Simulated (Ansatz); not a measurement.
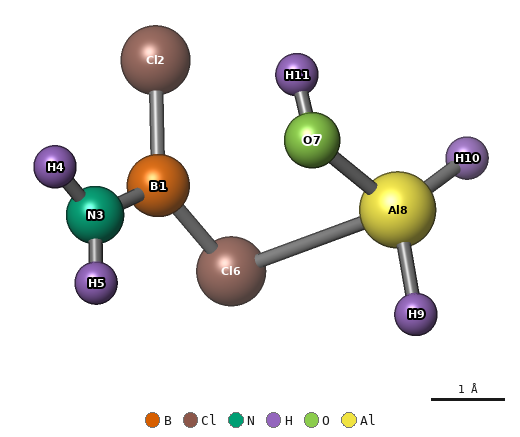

Starting structure of AlBNH5OCl2. The picture is a ball-and-stick view, seen at a tilt.

The run prepares an end point of a later path (reaction) calculation, from a guessed geometry.

Method: RKS B3LYP-D4/def2-SVP (Ansatz 0.2.0).

The input:
```yaml
crystal:
  periodic: [false, false, false]
  atoms:
    - { symbol: B, position_ang: [0.055543, -0.218565, 0.142183] }
    - { symbol: Cl, position_ang: [0.402451, -0.471324, 1.923332] }
    - { symbol: "N", position_ang: [1.08729, -0.29345, -0.781579] }
    - { symbol: H, position_ang: [2.062783, -0.321934, -0.493674] }
    - { symbol: H, position_ang: [0.939293, -0.126218, -1.770916] }
    - { symbol: Cl, position_ang: [-1.670684, -0.12963, -0.376977] }
    - { symbol: O, position_ang: [-0.040859, 2.346012, 0.627925] }
    - { symbol: Al, position_ang: [-1.738614, 2.62602, 0.32305] }
    - { symbol: H, position_ang: [-2.111263, 3.053903, -1.146749] }
    - { symbol: H, position_ang: [-2.74052, 2.749483, 1.569327] }
    - { symbol: H, position_ang: [0.257281, 2.066103, 1.520877] }
basis:
  gaussian: { orbitals: def2-SVP }
hamiltonian:
  xc: b3lyp
  dispersion: d4
relax:
  f_tol: 0.03
  max_steps: 50
output:
  orbitals: {}
```

Run as
```bash
ansatz run input.yaml --threads 4 --pin off --max-ram 5120MiB --backend cpu --events-out ev --progress --plain --runs-dir out
```

**Where does the relaxation end?**

The energy falls by 8.95 kJ/mol in 8 geometry steps. The largest force component goes from 0.88 to 0.026 eV/Å. The atom that moves furthest after the best rigid fit is H11 (0.29 Å). By element the largest moves are H 0.29 Å, O 0.16 Å, Cl 0.14 Å, Al 0.09 Å, B 0.08 Å, N 0.07 Å. Among the contacts that change: Cl6–Al8 2.844 → 2.703 Å, B1–Cl2 1.832 → 1.766 Å, O7–H11 0.982 → 0.962 Å, Al8–H10 1.604 → 1.584 Å. Bond angles that change, for instance: Cl2–B1–N3 119.9° → 123.1°, N3–B1–Cl6 121.5° → 118.4°, Al8–O7–H11 119.9° → 122.4°. Cost: 24 s on 4 threads of Arm Neoverse V1 (shared host), peak memory 0.32 GiB.

Final geometry:

```xyz
11

B     0.0743   -0.2713    0.2007
Cl    0.4517   -0.5989    1.8949
N     1.0247   -0.2885   -0.7992
H     2.0147   -0.3691   -0.5977
H     0.8040   -0.0648   -1.7626
Cl   -1.6756   -0.0893   -0.2705
O    -0.0189    2.4656    0.7256
Al   -1.6931    2.5562    0.2856
H    -1.9512    3.0393   -1.1960
H    -2.7970    2.5694    1.4220
H     0.2692    2.3318    1.6340
```

After the run, drawn alike:

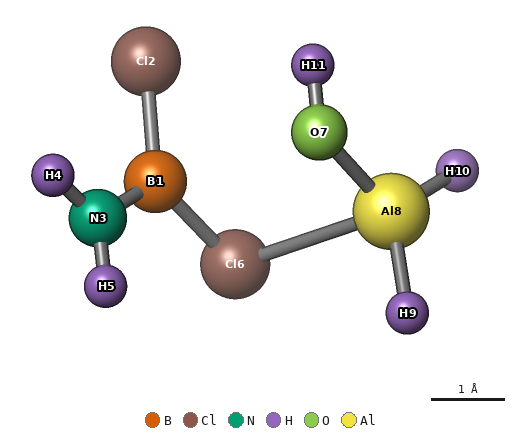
